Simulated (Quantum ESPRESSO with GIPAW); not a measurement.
# C2H8BrN: which site gives which 13C line?

The values are calculated: DFT, PBEsol, plane-wave PAW (pslibrary 1.0.0 recipes), scalar-relativistic, GIPAW shieldings (Quantum ESPRESSO with GIPAW, a patched development version). Shifts follow from reference lines fitted to measured solids with this functional and these files. 13C: δ = (162.2 − σ), zero at TMS, fitted to 5 measured values, from C, Li2CO3, MgCO3, Na2CO3 and SiC, with a scatter of 0.85 ppm r.m.s., on σ without the shape term. Kinds of site that fitted badly were split off after the misses were seen, so the scatter is that of the points kept. Spans are on the shift scale.

```
CELL_PARAMETERS angstrom
4.71973 0.00000 0.00000
0.00000 6.28167 0.00000
-0.49647 0.00000 8.51455
ATOMIC_POSITIONS crystal
Br 0.37201 0.25000 0.15274
Br 0.62799 0.75000 0.84726
N 0.11971 0.75000 0.13751
N 0.88029 0.25000 0.86249
C 0.84635 0.25000 0.57217
C 0.15365 0.75000 0.42783
C 0.95677 0.75000 0.28162
C 0.04323 0.25000 0.71838
H 0.24598 0.88733 0.13285
H 0.29038 0.89249 0.43206
H 0.97919 0.75000 0.03598
H 0.17998 0.39256 0.72482
H 0.96930 0.25000 0.46619
H 0.29038 0.60751 0.43206
H 0.75402 0.38733 0.86715
H 0.75402 0.11267 0.86715
H 0.82002 0.89256 0.27518
H 0.70962 0.10751 0.56794
H 0.70962 0.39249 0.56794
H 0.02081 0.25000 0.96402
H 0.03070 0.75000 0.53381
H 0.82002 0.60744 0.27518
H 0.24598 0.61267 0.13285
H 0.17998 0.10744 0.72482
```

The cell is a computed entry of the Materials Project; it need not be the form that is stable at ambient conditions. The coordinates shown are those after relaxation (atoms relaxed).

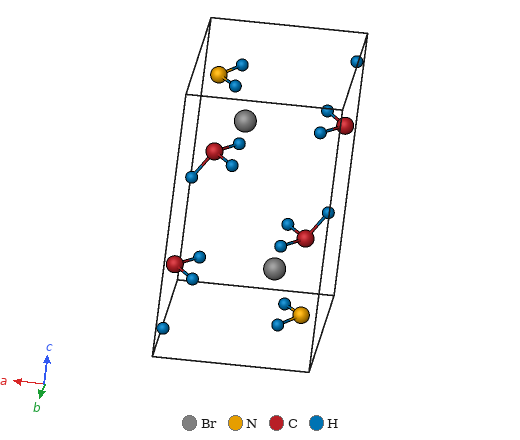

The structure (bromine grey, nitrogen orange, carbon red, hydrogen blue). Bonds to atoms that aren't drawn are left out.

The C sites:

```csv
site,atom no.,atoms in cell,site symmetry,surroundings,bonds (Å)
C(1),5,2,m,CCH3,1.10 to 1.51
C(2),7,2,m,CNCH2,1.10 to 1.51
```

The lines, in order of position:

```csv
line,δ_iso (ppm),relative area,span (ppm),skew
A,31.4,1,41.4,0.07
B,8.5,1,22.6,0.35
```

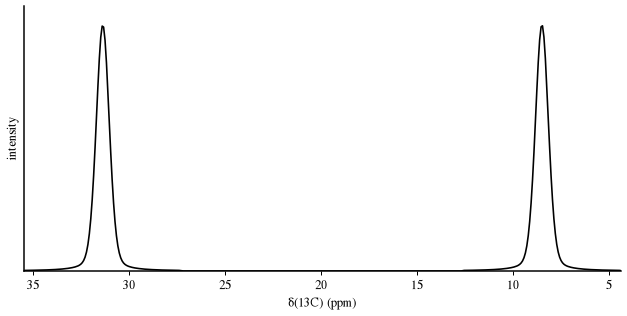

Simulated spectrum: 13C MAS at 40 kHz, 16.4 T (175.6 MHz), lines broadened by 0.8 ppm; rigid lattice, with dipolar and J couplings left out. Lines over 1.5 % of the strongest (ppm: area): 31.4: 1.00, 8.5: 1.00.

Assign each line to a crystallographic site.

The calculated assignment is A is C(2) (CNCH2); B is C(1) (CCH3). The bonded neighbours set the region: A with NCH2; B with CH3.

[Banner, clock, file and message-heading lines were taken out of the pw.x and gipaw.x logs.]

[Logs are printed without paths, hosts, clocks, repeated set-up lines and the standing remarks that a program may print on its own settings, such as how far it seeks lower states.]

[Hosts, paths, dates, database ids (printed as entryN), source tags and the programs' standing remarks are cut or masked in the printed files.]
